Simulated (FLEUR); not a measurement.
# free Ni(111) film, 5 layers: from one collinear state to anisotropy

Wanted: anisotropy for free Ni(111) film, 5 layers, with the cost of each step.

Program: FLEUR MaX-R8.1. Level of theory: PBE; all-electron FLAPW film, Dirac cores, scalar-relativistic bands. Results are calculated unless marked as measured.

## (1) The starting structure

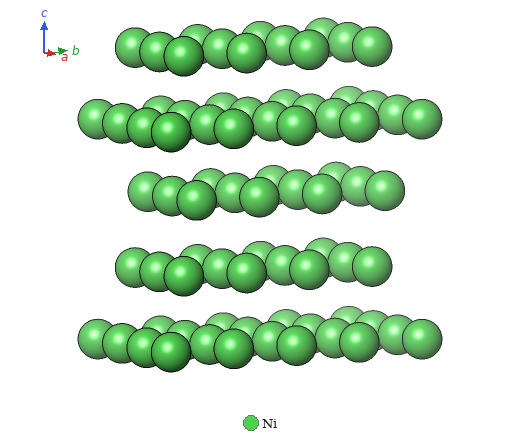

Start, viewed from the side, with the c axis up; nickel green. 3×4×1 cells are drawn. Some periodic images of atoms are drawn too.

The cell holds 5 atoms: 5 Ni. Its edges and angles: a = 2.492 Å, b = 2.492 Å, c = 22.138 Å, α = 90.0°, β = 90.0°, γ = 120.0°. Layers at typed spacings, unrelaxed. Vacuum lies along c.

Structure file:

```cif
data_structure
_symmetry_space_group_name_H-M 'P 1'
_symmetry_Int_Tables_number 1
_cell_length_a 2.4917
_cell_length_b 2.4917
_cell_length_c 22.1380
_cell_angle_alpha 90.000
_cell_angle_beta 90.000
_cell_angle_gamma 120.000
_cell_volume 119.03
loop_
_atom_site_label
_atom_site_type_symbol
_atom_site_fract_x
_atom_site_fract_y
_atom_site_fract_z
_atom_site_occupancy
Ni1 Ni 0.00000 0.00000 0.31620 1
Ni2 Ni 0.66667 0.33333 0.40810 1
Ni3 Ni 0.33333 0.66667 0.50000 1
Ni4 Ni 0.00000 0.00000 0.59190 1
Ni5 Ni 0.66667 0.33333 0.68380 1
```

It is built of layers of Ni (space group 225).

## (2) Reference state

The force theorems are single passes in this state's potential, so it has to be converged first.

No symmetry is used, so that later steps may turn the spins freely; k and −k are joined. FLEUR takes the sheet as a true film: the images along c are dropped, heights are typed in bohr, and the vacuum on both sides is semi-infinite. inpgen writes inp.xml from crystal.txt; cutoffs, mixing, functional, smearing and local orbitals are then set in the file. The k list scf (kpts.xml, not shown) is a Γ-centred 14×14×1 mesh; where the ranks do not divide the number of points, some are split in two of half the weight.

Contents of inp.xml:

```
<?xml version="1.0" encoding="UTF-8" standalone="no"?>
<fleurInput fleurInputVersion="0.39">
   <comment>
      Ni
   </comment>
   <calculationSetup>
      <cutoffs Kmax="3.66" Gmax="11.0" GmaxXC="11.0" numbands="0"/>
      <scfLoop itmax="150" minDistance="0.00002" maxIterBroyd="15" imix="Anderson" alpha="0.03" precondParam="0.0" spinf="2.0" sdNocoIR="T"/>
      <coreElectrons ctail="F" frcor="F" kcrel="0" coretail_lmax="0"/>
      <xcFunctional name="pbe" relativisticCorrections="F"/>
      <magnetism jspins="2" l_noco="F" l_ss="F">
         <qss>0.0 0.0 0.0</qss>
         <mtNocoParams l_mperp="F" l_mtNocoPot="F" l_relaxSQA="F" mag_mixing_scheme="0" mix_RelaxWeightOffD="1.0" l_constrained="F" mix_constr="1.0"/>
         <sourceFreeMag l_sourceFree="F" l_scaleMag="F" mag_scale="1.0"/>
      </magnetism>
      <soc l_soc="F" theta="0.0" phi="0.0" spav="F"/>
      <expertModes spex="0" secvar="F"/>
      <geometryOptimization l_f="F" forcealpha="1.0" forcemix="BFGS" epsdisp="0.00001" epsforce="0.00001"/>
      <ldaU l_linMix="F" mixParam="0.05" spinf="1.0"/>
   </calculationSetup>
   <cell>
      <bzIntegration valenceElectrons="90.0" mode="hist" fermiSmearingEnergy="0.00183747">
         <kPointListSelection listName="scf"/>
         <xi:include xmlns:xi="http://www.w3.org/2001/XInclude" href="kpts.xml"> </xi:include>
      </bzIntegration>
      <xi:include xmlns:xi="http://www.w3.org/2001/XInclude" href="sym.xml"> </xi:include>
      <filmLattice scale="1.0" dVac="20.66" dTilda="23.16">
         <bravaisMatrixFilm>
            <row-1>    4.7086300406703598     0.0000001262337051</row-1>
            <row-2>   -2.3543151296652853     4.0777931691130949</row-2>
         </bravaisMatrixFilm>
         <vacuumEnergyParameters vacuum="1" spinUp="-.25" spinDown="-.25"/>
         <vacuumEnergyParameters vacuum="2" spinUp="-.25" spinDown="-.25"/>
      </filmLattice>
   </cell>
   <atomSpecies>
      <species name="Nickel (Ni1.000" element="Ni" atomicNumber="28">
         <mtSphere radius="2.24" gridPoints="741" logIncrement="0.016"/>
         <atomicCutoffs lmax="8" lnonsphr="6"/>
         <electronConfig flipSpins="F">
            <coreConfig>(1s1/2) (2s1/2) (2p1/2) (2p3/2)</coreConfig>
            <valenceConfig>(3s1/2) (3p1/2) (3p3/2) (4s1/2) (3d3/2) (3d5/2)</valenceConfig>
            <stateOccupation state="(3d3/2)" spinUp="1.6" spinDown="1.6"/>
            <stateOccupation state="(3d5/2)" spinUp="2.9" spinDown="1.9"/>
         </electronConfig>
         <energyParameters s="4" p="4" d="3" f="4"/>
         <lo type="SCLO" l="0" n="3" eDeriv="0"/>
         <lo type="SCLO" l="1" n="3" eDeriv="0"/>
      </species>
   </atomSpecies>
   <atomGroups>
      <atomGroup species="Nickel (Ni1.000">
         <filmPos label="                   1">.0000000000 .0000000000 -7.6893119964</filmPos>
         <force calculate="T" relaxXYZ="TTT"/>
         <nocoParams  alpha="0.0" beta="0.0"/>
      </atomGroup>
      <atomGroup species="Nickel (Ni1.000">
         <filmPos label="                   2">-1.000/3.000 1.000/3.000 -3.8446559982</filmPos>
         <force calculate="T" relaxXYZ="TTT"/>
         <nocoParams  alpha="0.0" beta="0.0"/>
      </atomGroup>
      <atomGroup species="Nickel (Ni1.000">
         <filmPos label="                   3">1.000/3.000 -1.000/3.000 .0000000000</filmPos>
         <force calculate="T" relaxXYZ="TTT"/>
         <nocoParams  alpha="0.0" beta="0.0"/>
      </atomGroup>
      <atomGroup species="Nickel (Ni1.000">
         <filmPos label="                   4">.0000000000 .0000000000 3.8446559982</filmPos>
         <force calculate="T" relaxXYZ="TTT"/>
         <nocoParams  alpha="0.0" beta="0.0"/>
      </atomGroup>
      <atomGroup species="Nickel (Ni1.000">
         <filmPos label="                   5">-1.000/3.000 1.000/3.000 7.6893119964</filmPos>
         <force calculate="T" relaxXYZ="TTT"/>
         <nocoParams  alpha="0.0" beta="0.0"/>
      </atomGroup>
   </atomGroups>
   <output dos="F" band="F" slice="F">
      <bandDOS minEnergy="-.5*Htr" maxEnergy="0.5*Htr" sigma="0.015" storeEVData="T"/>
      <plotting iplot="0" polar="F">
         <plot TwoD="T" vec1="  1.0  0.0  0.0" vec2="  0.0  1.0  0.0" vec3="  0.0  0.0  1.0" zero="  0.0  0.0 -0.5" file="plot"/>
      </plotting>
      <moessbauerParams electricFieldGradient="F" isomerShift="F" coreHyperfine="F" valenceHyperfine="F"/>
   </output>
</fleurInput>
```

Contents of crystal.txt:

```
Ni
&input film=T cartesian=F /
2.49169971213  0.00000006680  0.00000000000
-1.24584991392  2.15787521590  0.00000000000
0.00000000000  0.00000000000  1.00000000000
1.8897261246
1.0 1.0 1.0

5
28 0.00000000000  0.00000000000  -7.68931199637 : 1.000
28 0.66666666667  0.33333333333  -3.84465599818 : 1.000
28 0.33333333333  0.66666666667  0.00000000000 : 1.000
28 0.00000000000  0.00000000000  3.84465599818 : 1.000
28 0.66666666667  0.33333333333  7.68931199637 : 1.000

&kpt div1=14 div2=14 div3=1 gamma=T /
```

Command:

```
$ OMP_NUM_THREADS=1 inpgen -f crystal.txt -nosym -noco > inpgen.log  # inp.xml is then edited as shown
$ OMP_NUM_THREADS=1 mpirun -n 8 fleur_MPI > fleur.log
```

The program printed:

```text
Welcome to FLEUR        (www.flapw.de)
      MaX-Release 8.1          (www.max-centre.eu)

 ========== k-point set info ==========
 Selected k-point list: scf
 k-point list type: mesh
 0 x 0 x 0
 Number of k points: 104

 ------------Calculation Setup---------------------------
 Number of MPI-tasks      :            8
 Number of PE/node        :            8
 Number of OMP-threads    :            1
 k-points in parallel     :            8
 pe's per k-point         :            1
 No of k-point loops      :           13
 Eigenvalue solver        :       lapack
 Number of basis functions:          411
 Approximate size of matrices (H+S) per k-point:         0.005 GB
 --------------------------------------------------------
 Iteration:     1   Distance:      34.48613526 me/bohr^3
 Iteration:     2   Distance:      44.77299163 me/bohr^3
 Iteration:     3   Distance:      23.08789288 me/bohr^3
 Iteration:     4   Distance:      18.69499594 me/bohr^3
 Iteration:     5   Distance:      14.69892246 me/bohr^3
 Iteration:     6   Distance:       7.79879524 me/bohr^3
 Iteration:     7   Distance:       7.46839195 me/bohr^3
 Iteration:     8   Distance:       6.39182312 me/bohr^3
 Iteration:     9   Distance:       7.42392263 me/bohr^3
 Iteration:    10   Distance:       6.98218327 me/bohr^3
[... 34 iterations left out ...]
 Iteration:    45   Distance:       0.00022413 me/bohr^3
 Iteration:    46   Distance:       0.00018310 me/bohr^3
 Iteration:    47   Distance:       0.00012041 me/bohr^3
 Iteration:    48   Distance:       0.00036641 me/bohr^3
 Iteration:    49   Distance:       0.00028664 me/bohr^3
 Iteration:    50   Distance:       0.00020178 me/bohr^3
 Iteration:    51   Distance:       0.00004896 me/bohr^3
 Iteration:    52   Distance:       0.00004116 me/bohr^3
 Iteration:    53   Distance:       0.00002751 me/bohr^3
 Iteration:    54   Distance:       0.00001666 me/bohr^3

 ********************************************************************
 Run finished successfully
 Stop message:
   all done
 ********************************************************************

--- out.xml (last complete iteration) ---
<iteration numberForCurrentRun="   54" overallNumber="   54">
         [... left out ...]
         <bandgap value="0.0000000003" units="eV"/>
         <sumValenceSingleParticleEnergies value="-128.6706700367" units="Htr"/>
         <FermiEnergy value="-0.1854717661" units="Htr"/>
         <valenceDensity>
            <mtCharges spin="1">
               <mtCharge atomType="1" total="8.7961585" s="1.2026048" p="3.1318810" d="4.4505811" f="0.0084069"/>
               <mtCharge atomType="2" total="8.8434597" s="1.2007929" p="3.1733613" d="4.4541012" f="0.0116437"/>
               <mtCharge atomType="3" total="8.8331377" s="1.2050862" p="3.1757891" d="4.4371130" f="0.0116010"/>
               <mtCharge atomType="4" total="8.8434597" s="1.2007929" p="3.1733613" d="4.4541012" f="0.0116437"/>
               <mtCharge atomType="5" total="8.7961584" s="1.2026048" p="3.1318810" d="4.4505810" f="0.0084069"/>
            </mtCharges>
            <mtCharges spin="2">
               <mtCharge atomType="1" total="8.0858406" s="1.2039168" p="3.1485688" d="3.7219613" f="0.0087504"/>
               <mtCharge atomType="2" total="8.1355561" s="1.2058448" p="3.1925953" d="3.7210586" f="0.0125381"/>
               <mtCharge atomType="3" total="8.1514852" s="1.2077550" p="3.1934594" d="3.7344219" f="0.0123576"/>
               <mtCharge atomType="4" total="8.1355559" s="1.2058447" p="3.1925953" d="3.7210584" f="0.0125381"/>
               <mtCharge atomType="5" total="8.0858400" s="1.2039168" p="3.1485688" d="3.7219607" f="0.0087504"/>
            </mtCharges>
            <spinDependentCharge spin="1" total="46.6722040" interstitial="2.4692925" mtSpheres="44.1123739" vacuum1="0.0452688" vacuum2="0.0452688"/>
            <spinDependentCharge spin="2" total="43.3277962" interstitial="2.6373623" mtSpheres="40.5942778" vacuum1="0.0480780" vacuum2="0.0480780"/>
            <totalCharge value="90.0000002443"/>
         </valenceDensity>
         [... left out ...]
         <allElectronCharges>
            <spinDependentCharge spin="1" total="71.6722040" interstitial="2.4692925" mtSpheres="69.1123739" vacuum1="0.0452688" vacuum2="0.0452688"/>
            <spinDependentCharge spin="2" total="68.3277962" interstitial="2.6373623" mtSpheres="65.5942778" vacuum1="0.0480780" vacuum2="0.0480780"/>
            <totalCharge value="140.0000002461"/>
         </allElectronCharges>
         <magneticMomentsInMTSpheres units="muBohr">
            <globalMagMoment atomType="1" vec="0.00000   0.00000   0.71032"/>
            <localMagMoment atomType="1" vec="0.00000   0.00000   0.71032"/>
            <globalMagMoment atomType="2" vec="0.00000   0.00000   0.70790"/>
            <localMagMoment atomType="2" vec="0.00000   0.00000   0.70790"/>
            <globalMagMoment atomType="3" vec="0.00000   0.00000   0.68165"/>
            <localMagMoment atomType="3" vec="0.00000   0.00000   0.68165"/>
            <globalMagMoment atomType="4" vec="0.00000   0.00000   0.70790"/>
            <localMagMoment atomType="4" vec="0.00000   0.00000   0.70790"/>
            <globalMagMoment atomType="5" vec="0.00000   0.00000   0.71032"/>
            <localMagMoment atomType="5" vec="0.00000   0.00000   0.71032"/>
         </magneticMomentsInMTSpheres>
         <moessbauerParams unitsHFF="kG" unitsIS="e/bohr^3" unitsEFG="Htr/bohr^2">
         </moessbauerParams>
         <totalEnergy value="    -7604.1049026020" units="Htr">
            <sumOfEigenvalues value="    -4432.5323902180">
               <coreElectrons value="-4303.8617201813"/>
               <valenceElectrons value="-128.6706700367"/>
            </sumOfEigenvalues>
            <densityCoulombPotentialIntegral value="-11744.7750462748"/>
            <densityEffectivePotentialIntegral value="-12157.7531083472"/>
            <chargeDenXCDenIntegral value="-317.9072629682"/>
            <FockExchangeEnergyValence value="0.0000000000"/>
            <FockExchangeEnergyCore value="0.0000000000"/>
            <atomTypeDependentContributions atomType="1">
               <electronNucleiInteractionDifferentMTs value="1823.5361145169"/>
               <MadelungTerm value="-4.3372144468"/>
            </atomTypeDependentContributions>
            <atomTypeDependentContributions atomType="2">
               <electronNucleiInteractionDifferentMTs value="1824.1836124963"/>
               <MadelungTerm value="-3.5793120121"/>
            </atomTypeDependentContributions>
            <atomTypeDependentContributions atomType="3">
               <electronNucleiInteractionDifferentMTs value="1824.2063552313"/>
               <MadelungTerm value="-3.5519724636"/>
            </atomTypeDependentContributions>
            <atomTypeDependentContributions atomType="4">
               <electronNucleiInteractionDifferentMTs value="1824.1836116815"/>
               <MadelungTerm value="-3.5793124584"/>
            </atomTypeDependentContributions>
            <atomTypeDependentContributions atomType="5">
               <electronNucleiInteractionDifferentMTs value="1823.5361149649"/>
               <MadelungTerm value="-4.3372143539"/>
            </atomTypeDependentContributions>
            <tkbTimesEntropy value="0.0028033751"/>
            <freeEnergy value="-7604.1077059771"/>
            <extrapolationTo0K value="-7604.1063042895"/>
         </totalEnergy>
         <densityConvergence units="me/bohr^3">
            <chargeDensity spin="1" distance="0.0000050002"/>
            <chargeDensity spin="2" distance="0.0000134497"/>
            <overallChargeDensity distance="0.0000166632"/>
            <spinDensity distance="0.0000115816"/>
         </densityConvergence>
      </iteration>
```

Run time: 5.9 min. Hardware: 8 MPI ranks of Arm Neoverse V1, shared host; peak memory 1.5 GiB; 47 min of CPU time.

Spin moment in the muffin-tin sphere by atom:

```csv
atom,spin moment in the muffin-tin sphere (μB)
Ni1,0.710
Ni2,0.708
Ni3,0.682
Ni4,0.708
Ni5,0.710
```

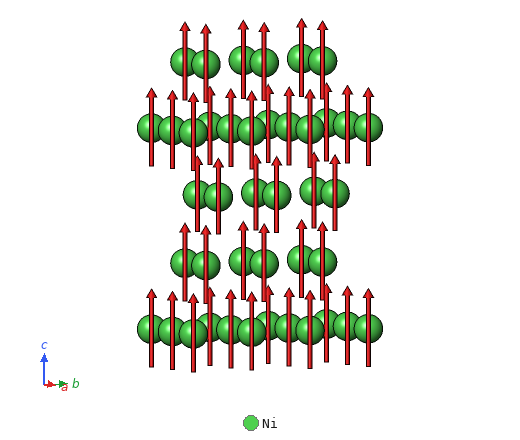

Spin moment in the muffin-tin sphere as arrows, the longest 0.710 μB. Up and down stand for the sign. Arrows give size and sign along the axis of quantisation, drawn up and down the page. 2×3×1 cells are drawn. Some periodic images of atoms are drawn too.

Read from the output:

| Property | Result |
| --- | --- |
| free energy | -206918.3118 eV |
| program's band gap on this mesh (in a metal only a level spacing) | 3.00e-10 eV |
| magnetization | 3.344 μB |
| final state | ferromagnetic |

After 54 cycles the largest moment stands at 0.710 μB.

## (3) Energy against the direction of the moments, rung 1

Anisotropy is a small difference, so it is taken from sums over occupied states at a frozen potential, where most errors cancel.

One pass with spin–orbit coupling for each direction, from the saved density. Inversion lets half of the mesh serve, which the program's warning doesn't know. The k list mae (kpts.xml, not shown) is a Γ-centred 23×23×1 mesh.

inp.xml, as its differences from that of step 2:

```diff
@@ -6,4 +6,4 @@
    <calculationSetup>
-      <cutoffs Kmax="3.66" Gmax="11.0" GmaxXC="11.0" numbands="0"/>
-      <scfLoop itmax="150" minDistance="0.00002" maxIterBroyd="15" imix="Anderson" alpha="0.03" precondParam="0.0" spinf="2.0" sdNocoIR="T"/>
+      <cutoffs Kmax="3.66" Gmax="11.0" GmaxXC="11.0" numbands="170"/>
+      <scfLoop itmax="1" minDistance="0.00002" maxIterBroyd="15" imix="Anderson" alpha="0.03" precondParam="0.0" spinf="2.0" sdNocoIR="T"/>
       <coreElectrons ctail="F" frcor="F" kcrel="0" coretail_lmax="0"/>
@@ -15,3 +15,3 @@
       </magnetism>
-      <soc l_soc="F" theta="0.0" phi="0.0" spav="F"/>
+      <soc l_soc="T" theta="0.0" phi="0.0" spav="F"/>
       <expertModes spex="0" secvar="F"/>
@@ -22,3 +22,3 @@
       <bzIntegration valenceElectrons="90.0" mode="hist" fermiSmearingEnergy="0.00183747">
-         <kPointListSelection listName="scf"/>
+         <kPointListSelection listName="mae"/>
          <xi:include xmlns:xi="http://www.w3.org/2001/XInclude" href="kpts.xml"> </xi:include>
@@ -84,2 +84,5 @@
    </output>
+   <forceTheorem>
+      <MAE theta="0.0 1.5707963 1.5707963" phi="0.0 0.0 1.5707963"/>
+   </forceTheorem>
 </fleurInput>
```

Command:

```
$ OMP_NUM_THREADS=1 mpirun -n 8 fleur_MPI -warn_only > fleur.log
```

The program printed:

```text
[banner, memory and clock lines left out]
Welcome to FLEUR        (www.flapw.de)
      MaX-Release 8.1          (www.max-centre.eu)
************FLEUR-Warning*****************
Error message: k-point set is not compatible to missing time-reversal symmetry in calculation.
Error occurred in subroutine: gen_bz
Error from PE:0/8
Other PEs with error messages:
     2-k-point set is not compatible to missing time-reversal symmetry in calculation.
     7-k-point set is not compatible to missing time-reversal symmetry in calculation.
*****************************************

 ========== k-point set info ==========
 Selected k-point list: mae
 k-point list type: mesh
 0 x 0 x 0
 Number of k points: 272

 [... set-up left out ...]
 ********************************************************************
 Run finished successfully
 Stop message:
   Forcetheorem MAE
 ********************************************************************

--- out.xml (force theorem) ---
<Forcetheorem_MAE Angles="3" units="Htr">
            <Angle theta="0.0000000" phi="0.0000000" ev-sum="-128.675633741"/>
            <Angle theta="1.5707963" phi="0.0000000" ev-sum="-128.675667610"/>
            <Angle theta="1.5707963" phi="1.5707963" ev-sum="-128.675667680"/>
         </Forcetheorem_MAE>
```

Wall time 92 s (8 MPI ranks); peak memory 2.2 GiB.

Anisotropy energies, by row:

```csv
axis,x,y,z,band energy less the first axis' (meV a cell)
z,0,0,1,0
x,1,0,0,-0.9216
y,0,1,0,-0.9235
```

Shape anisotropy is not in these numbers.

## (4) Anisotropy by the force theorem, rung 2

A second rung shows how far the first can be trusted.

The k list mae (kpts.xml, not shown) is a Γ-centred 35×35×1 mesh.

inp.xml is that of step 3.

The program printed:

```text
[banner, memory and clock lines left out]
Welcome to FLEUR        (www.flapw.de)
      MaX-Release 8.1          (www.max-centre.eu)
************FLEUR-Warning*****************
Error message: k-point set is not compatible to missing time-reversal symmetry in calculation.
Error occurred in subroutine: gen_bz
Error from PE:0/8
Other PEs with error messages:
     2-k-point set is not compatible to missing time-reversal symmetry in calculation.
     4-k-point set is not compatible to missing time-reversal symmetry in calculation.
[...]
========== k-point set info ==========
 Selected k-point list: mae
 k-point list type: mesh
 0 x 0 x 0
 Number of k points: 616

 [... set-up left out ...]
 ********************************************************************
 Run finished successfully
 Stop message:
   Forcetheorem MAE
 ********************************************************************

--- out.xml (force theorem) ---
<Forcetheorem_MAE Angles="3" units="Htr">
            <Angle theta="0.0000000" phi="0.0000000" ev-sum="-128.675457459"/>
            <Angle theta="1.5707963" phi="0.0000000" ev-sum="-128.675485664"/>
            <Angle theta="1.5707963" phi="1.5707963" ev-sum="-128.675485711"/>
         </Forcetheorem_MAE>
```

Run time: 3.4 min. Hardware: 8 MPI ranks; peak memory 3.7 GiB.

Anisotropy energies, by row:

```csv
axis,x,y,z,band energy less the first axis' (meV a cell)
z,0,0,1,0
x,1,0,0,-0.7675
y,0,1,0,-0.7688
```

(Part 1 of 2 ends here.)

[Logs and program files are shortened in this print: banners, set-up blocks, solver, clock and traceback lines can be left out without a mark of their own.]

[Logs are printed without paths, hosts, clocks, repeated set-up lines and the standing remarks that a program may print on its own settings, such as how far it seeks lower states.]

[Hosts, paths, dates, database ids (printed as entryN), source tags and the programs' standing remarks are cut or masked in the printed files.]

[Where a cell is said to come from a database of computed structures, the database is the Materials Project.]
